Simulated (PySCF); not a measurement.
# AlBrClF: electronic excitations at several levels of theory

Aim: compute the electronic excitations of AlBrClF (`[F][Al]([Cl])[Br]`) at several levels, and see how far they spread and what each costs.

The runs use PySCF 2.14.0, with density-fitted response routines of our own; the level of theory stands in each step. All values are computed, except where a source is named. Atoms count from 0, in the outputs and in this text.

## 1. The molecule as given

4 atoms, charge 0, multiplicity 1; geometry from: GFN2-xTB. The atoms were then displaced at random by about 0.01 Å, so the start is not that level's minimum.

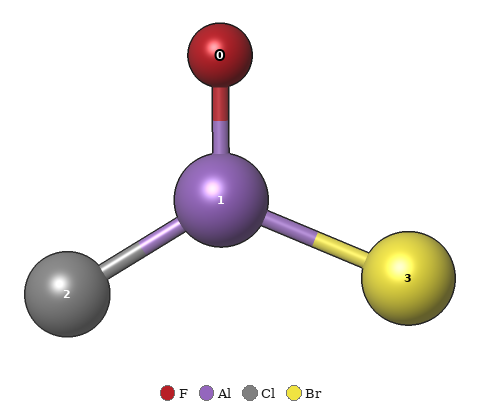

As it starts; fluorine red, aluminium purple, chlorine grey, bromine yellow, atoms numbered; sticks join atoms by distance.

## 2. Geometry optimisation at PBE0-D3(BJ)/def2-SVP

The job: settings as JSON, then the geometry in Å.

```
{"job": {"xc": "PBE0", "basis": "def2-SVP", "d3": "d3bj", "grid": 1, "shake": 0.01, "kind": "geom"}, "charge": 0, "multiplicity": 1}
F     -0.133430     1.693980    -0.000490
Al    -0.082210     0.069560    -0.007410
Cl    -1.779750    -1.032270    -0.009290
Br     2.033390    -0.756640    -0.015830
```

Command:

```sh
> OMP_NUM_THREADS=1 python probes_run.py task.json out
```

One launch serves the whole session: the jobs run in the order shown.

The program printed:

```text
step   0  E = -3375.57217152  max force = 0.032759
step   1  E = -3375.57447920  max force = 0.004236
step   2  E = -3375.57469101  max force = 0.001665
step   3  E = -3375.57476690  max force = 0.001911
step   4  E = -3375.57474999  max force = 0.001331
step   5  E = -3375.57477957  max force = 0.000524
step   6  E = -3375.57477884  max force = 0.000139
optimisation converged
```

It took 18 s on 1 thread of Arm Neoverse V1, shared host; peak memory 0.35 GiB.

Relaxation path:

| step | energy from step 0 (eV) | largest force component (eV/Å) |
| --- | --- | --- |
| 0 | 0.0000 | 1.6845 |
| 1 | -0.0628 | 0.2178 |
| 2 | -0.0686 | 0.0856 |
| 3 | -0.0706 | 0.0983 |
| 4 | -0.0702 | 0.0684 |
| 5 | -0.0710 | 0.0269 |
| 6 | -0.0709 | 0.0071 |

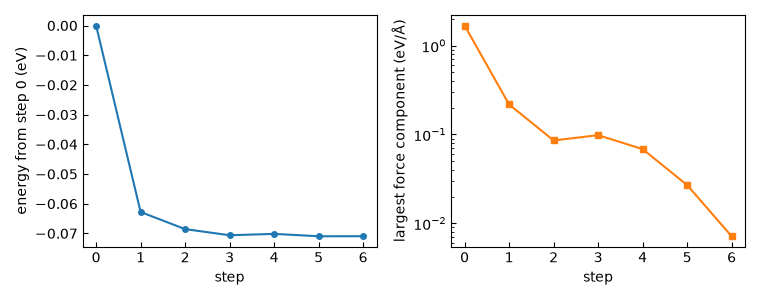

Energy and force, step by step.

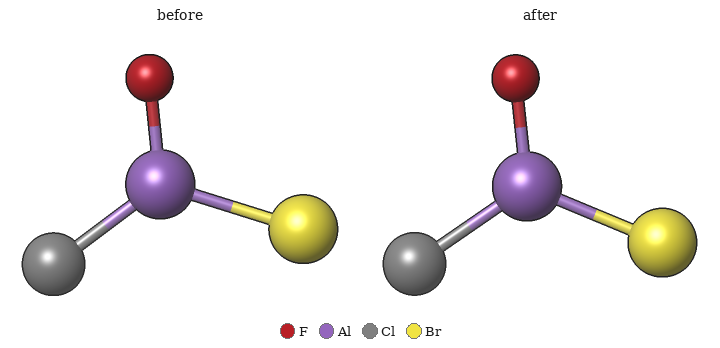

Before and after, at one scale.

Distances of close pairs at the start and the end, largest changes first:

| bond | before (Å) | after (Å) | change (Å) |
| --- | --- | --- | --- |
| Al1–Cl2 | 2.024 | 2.076 | +0.052 |
| Al1–Br3 | 2.271 | 2.221 | -0.050 |
| F0–Al1 | 1.625 | 1.652 | +0.026 |

The next job starts from the end point, and lists it.

| at the end point | value |
| --- | --- |
| point group (found at 0.08 Å tolerance) | Cs |
| rotational constants (GHz, main isotopes) | 4.302, 1.345, 1.025 |
| dipole moment (D) | 0.62 |

## 3. TDDFT and polarisability: PBE0/aug-cc-pVDZ

The job: settings as JSON, then the geometry in Å.

```
{"job": {"kind": "uv", "xc": "PBE0", "basis": "aug-cc-pVDZ"}, "charge": 0, "multiplicity": 1}
F     -0.087302     1.744609    -0.003230
Al    -0.026628     0.094024    -0.008843
Cl    -1.810205    -0.967574    -0.028049
Br     1.961531    -0.896570     0.006835
```

Method: TDDFT PBE0/aug-cc-pVDZ, vertical, gas phase, core orbitals frozen in the response.

The program printed:

```text
coarse grid: 25304 points
cycle   1  E = -3376.1010890868  dE = -7.444e-01  |g| = 5.950e-01  |ddm| = 3.581e+00
cycle   2  E = -3375.9877977660  dE =  1.133e-01  |g| = 1.028e+00  |ddm| = 2.576e+00
cycle   3  E = -3376.1727667784  dE = -1.850e-01  |g| = 7.318e-02  |ddm| = 1.332e+00
cycle   4  E = -3376.1740687166  dE = -1.302e-03  |g| = 2.743e-02  |ddm| = 2.334e-01
cycle   5  E = -3376.1742753903  dE = -2.067e-04  |g| = 3.933e-03  |ddm| = 5.843e-02
cycle   6  E = -3376.1742798434  dE = -4.453e-06  |g| = 9.423e-04  |ddm| = 8.448e-03
final grid: 48320 points
cycle   7  E = -3376.1742832568  dE =  3.230e-08  |g| = 1.059e-03  |ddm| = 4.254e-03
cycle   8  E = -3376.1742830870  dE =  1.697e-07  |g| = 1.404e-03  |ddm| = 4.387e-03
cycle   9  E = -3376.1742835562  dE = -4.692e-07  |g| = 1.489e-04  |ddm| = 2.319e-03
cycle  10  E = -3376.1742835611  dE = -4.837e-09  |g| = 2.226e-05  |ddm| = 2.622e-04
cycle  11  E = -3376.1742835612  dE = -1.105e-10  |g| = 2.454e-06  |ddm| = 5.224e-05
converged SCF energy = -3376.1742835612

Static polarisability (au): isotropic 55.485, principal 45.225 51.771 69.459

Singlet excitations
state   eV       nm        f      main configurations
  1   6.1596    201.3   0.01908   H->L 0.99
  2   6.3326    195.8   0.01849   H-1->L 0.99
  3   6.6082    187.6   0.00003   H->L+1 0.99
  4   6.9535    178.3   0.02436   H-2->L 0.85, H-1->L+1 0.14
  5   7.1047    174.5   0.05070   H-3->L 0.98
  6   7.1198    174.1   0.05346   H-1->L+1 0.75, H-2->L 0.13, H-4->L 0.09
  7   7.3870    167.8   0.00155   H-2->L+1 0.99
  8   7.8340    158.3   0.01783   H-3->L+1 0.85
  9   8.1208    152.7   0.30366   H-4->L 0.71
 10   8.2315    150.6   0.00131   H-4->L+1 0.98

Triplet excitations (Tamm-Dancoff, eV): 5.8602 6.0024 6.4095 6.4720
```

Run time: 8.6 s. Hardware: 1 thread of Arm Neoverse V1, shared host; peak memory 0.49 GiB.

The orbitals next to the gap, with their largest atomic shares:

| orbital | eV | atoms |
| --- | --- | --- |
| HOMO−3 | -10.18 | Cl2 84 %, Al1 9 %, Br3 5 % |
| HOMO−2 | -10.02 | Cl2 76 %, Br3 12 %, Al1 9 % |
| HOMO−1 | -9.41 | Br3 85 %, Al1 9 %, Cl2 6 % |
| HOMO | -9.19 | Br3 82 %, Cl2 12 %, Al1 5 % |
| LUMO | -1.70 | Al1 61 %, Br3 17 %, Cl2 14 % |
| LUMO+1 | -1.15 | Al1 65 %, Br3 15 %, Cl2 13 % |
| LUMO+2 | 0.36 | Al1 81 %, Br3 11 %, Cl2 6 % |

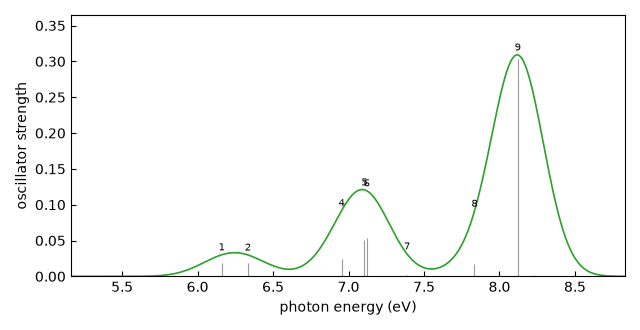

Absorption spectrum from the 10 singlet states computed; above the last one it falls off for lack of states. Lines are broadened to a width of 0.40 eV (Gaussian).

Ground-state properties from the same run:

| property | computed |
| --- | --- |
| dipole moment (D) | 0.76 |
| polarisability (Å³) | 8.22 |
| HOMO–LUMO gap (eV) | 7.49 |
| −ε(HOMO) (eV) | 9.19 |

## 4. Ultraviolet spectrum: PBE0/aug-cc-pVTZ

The job: settings as JSON, then the geometry in Å.

```
{"job": {"kind": "uv", "xc": "PBE0", "basis": "aug-cc-pVTZ"}, "charge": 0, "multiplicity": 1}
F     -0.087302     1.744609    -0.003230
Al    -0.026628     0.094024    -0.008843
Cl    -1.810205    -0.967574    -0.028049
Br     1.961531    -0.896570     0.006835
```

Method: TDDFT PBE0/aug-cc-pVTZ, vertical, gas phase, core orbitals frozen in the response.

The program printed:

```text
coarse grid: 25304 points
cycle   1  E = -3376.2269693733  dE = -7.696e-01  |g| = 6.680e-01  |ddm| = 3.534e+00
cycle   2  E = -3376.0948976840  dE =  1.321e-01  |g| = 1.157e+00  |ddm| = 1.952e+00
cycle   3  E = -3376.3036216617  dE = -2.087e-01  |g| = 8.552e-02  |ddm| = 1.117e+00
cycle   4  E = -3376.3048357776  dE = -1.214e-03  |g| = 3.628e-02  |ddm| = 1.646e-01
cycle   5  E = -3376.3051206935  dE = -2.849e-04  |g| = 6.848e-03  |ddm| = 5.347e-02
cycle   6  E = -3376.3051305995  dE = -9.906e-06  |g| = 1.844e-03  |ddm| = 1.033e-02
final grid: 48320 points
cycle   7  E = -3376.3052096604  dE =  4.385e-07  |g| = 2.485e-03  |ddm| = 5.875e-03
cycle   8  E = -3376.3052086282  dE =  1.032e-06  |g| = 3.438e-03  |ddm| = 7.052e-03
cycle   9  E = -3376.3052110842  dE = -2.456e-06  |g| = 2.887e-04  |ddm| = 3.932e-03
cycle  10  E = -3376.3052111006  dE = -1.644e-08  |g| = 4.269e-05  |ddm| = 3.449e-04
cycle  11  E = -3376.3052111009  dE = -2.879e-10  |g| = 4.100e-06  |ddm| = 4.605e-05
converged SCF energy = -3376.3052111009

Static polarisability (au): isotropic 56.590, principal 46.936 52.849 69.987

Singlet excitations
state   eV       nm        f      main configurations
  1   6.2032    199.9   0.01978   H->L 0.99
  2   6.3740    194.5   0.02037   H-1->L 0.98
  3   6.6752    185.7   0.00003   H->L+1 0.99
  4   6.9968    177.2   0.02606   H-2->L 0.86, H-1->L+1 0.12
  5   7.1431    173.6   0.05419   H-3->L 0.98
  6   7.1684    173.0   0.04820   H-1->L+1 0.76, H-2->L 0.11, H-4->L 0.09
  7   7.4510    166.4   0.00143   H-2->L+1 0.99
  8   7.8753    157.4   0.02272   H-3->L+1 0.81, H-4->L 0.11
  9   8.1040    153.0   0.28977   H-4->L 0.68, H-3->L+1 0.12
 10   8.2430    150.4   0.00117   H-4->L+1 0.98

Triplet excitations (Tamm-Dancoff, eV): 5.9131 6.0511 6.4590 6.5347
```

Wall time 22 s (1 thread of Arm Neoverse V1, shared host); peak memory 0.77 GiB.

In short: HOMO -9.17 eV, LUMO -1.63 eV; lowest singlet 6.20 eV.

## 5. Excited states and response: PBE0/def2-TZVPD

The job: settings as JSON, then the geometry in Å.

```
{"job": {"kind": "uv", "xc": "PBE0", "basis": "def2-TZVPD"}, "charge": 0, "multiplicity": 1}
F     -0.087302     1.744609    -0.003230
Al    -0.026628     0.094024    -0.008843
Cl    -1.810205    -0.967574    -0.028049
Br     1.961531    -0.896570     0.006835
```

With the program's defaults for keys left out, this is: TDDFT PBE0/def2-TZVPD, vertical, gas phase, core orbitals frozen in the response.

The program printed:

```text
coarse grid: 25304 points
cycle   1  E = -3376.1784238305  dE = -7.907e-01  |g| = 6.928e-01  |ddm| = 2.074e+00
cycle   2  E = -3376.0444536246  dE =  1.340e-01  |g| = 1.167e+00  |ddm| = 1.123e+00
cycle   3  E = -3376.2559287777  dE = -2.115e-01  |g| = 1.051e-01  |ddm| = 6.857e-01
cycle   4  E = -3376.2574958158  dE = -1.567e-03  |g| = 3.407e-02  |ddm| = 9.624e-02
cycle   5  E = -3376.2577124408  dE = -2.166e-04  |g| = 8.823e-03  |ddm| = 3.088e-02
cycle   6  E = -3376.2577292270  dE = -1.679e-05  |g| = 2.072e-03  |ddm| = 8.801e-03
cycle   7  E = -3376.2577302457  dE = -1.019e-06  |g| = 4.965e-04  |ddm| = 1.884e-03
final grid: 48320 points
cycle   8  E = -3376.2577406115  dE = -3.820e-08  |g| = 5.943e-04  |ddm| = 1.406e-03
cycle   9  E = -3376.2577405810  dE =  3.050e-08  |g| = 7.486e-04  |ddm| = 1.076e-03
cycle  10  E = -3376.2577406810  dE = -1.001e-07  |g| = 7.167e-05  |ddm| = 5.582e-04
cycle  11  E = -3376.2577406819  dE = -8.376e-10  |g| = 8.993e-06  |ddm| = 4.437e-05
converged SCF energy = -3376.2577406819

Static polarisability (au): isotropic 56.708, principal 47.103 53.014 70.008

Singlet excitations
state   eV       nm        f      main configurations
  1   6.1865    200.4   0.01902   H->L 0.99
  2   6.3617    194.9   0.02011   H-1->L 0.98
  3   6.6786    185.6   0.00004   H->L+1 0.99
  4   6.9865    177.5   0.02762   H-2->L 0.89, H-1->L+1 0.10
  5   7.1280    173.9   0.05372   H-3->L 0.98
  6   7.1738    172.8   0.04390   H-1->L+1 0.79, H-4->L 0.10, H-2->L 0.08
  7   7.4530    166.4   0.00137   H-2->L+1 0.99
  8   7.8792    157.4   0.02449   H-3->L+1 0.80, H-4->L 0.12
  9   8.0958    153.1   0.28971   H-4->L 0.67, H-3->L+1 0.13
 10   8.2551    150.2   0.00130   H-4->L+1 0.98

Triplet excitations (Tamm-Dancoff, eV): 5.9003 6.0406 6.4654 6.5374
```

It took 18 s on 1 thread of Arm Neoverse V1, shared host; peak memory 0.72 GiB.

Key values: HOMO -9.16 eV, LUMO -1.65 eV; lowest singlet 6.19 eV.

## 6. Comparing the runs: electronic excitations

Excitations and ground-state properties, with basis size and wall time:

| run | lowest singlet (eV) | brightest (eV) | f | gap (eV) | α (Å³) | μ (D) | functions | time |
| --- | --- | --- | --- | --- | --- | --- | --- | --- |
| PBE0/aug-cc-pVDZ | 6.16 | 8.12 | 0.304 | 7.49 | 8.22 | 0.76 | 113 | 8.6 s |
| PBE0/aug-cc-pVTZ | 6.20 | 8.10 | 0.290 | 7.53 | 8.39 | 0.72 | 205 | 22 s |
| PBE0/def2-TZVPD | 6.19 | 8.10 | 0.290 | 7.52 | 8.40 | 0.72 | 186 | 18 s |

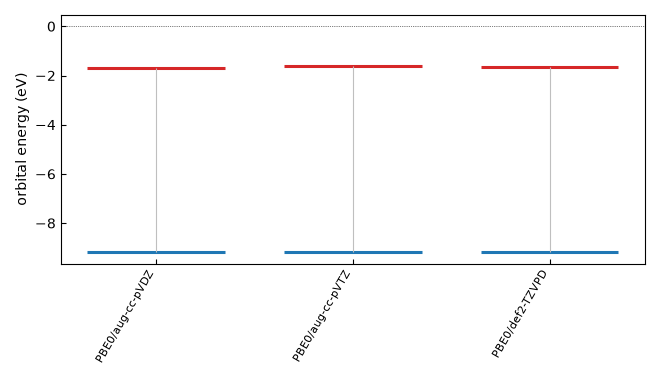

HOMO (blue) and LUMO (red) run by run.

## 7. What came out

```
                                quantity                        value
                             point group                           Cs
    rotational constants (main isotopes)         4.30, 1.34, 1.02 GHz
       lowest singlet (PBE0/aug-cc-pVDZ)  6.16 eV (201 nm), f = 0.019
brightest single state of those computed  state 9, 8.12 eV, f = 0.304
                          lowest triplet                      5.86 eV
             range of the lowest singlet              6.16 to 6.20 eV
```

Single values in the summary come from the first run of each kind that ended normally (PBE0/aug-cc-pVDZ), which need not be the best level. Relaxing lowered the energy by 0.071 eV in 6 steps; the close pair that moved most is Al1–Cl2, from 2.024 to 2.076 Å. No frequency check was run at this level, so the end point may be a saddle. The lowest singlet, at 6.16 eV, is HOMO→LUMO 0.99 and is weak; of the 10 states computed, the strongest absorption comes from state 9 at 8.12 eV. The lowest triplet lies 0.30 eV below the lowest singlet (triplets in Tamm-Dancoff, singlets in full TDDFT). The lowest singlet runs from 6.16 eV (PBE0/aug-cc-pVDZ) to 6.20 eV (PBE0/aug-cc-pVTZ), while the orbital gap spans 7.49 to 7.53 eV. The lowest state need not be the same one in every run.
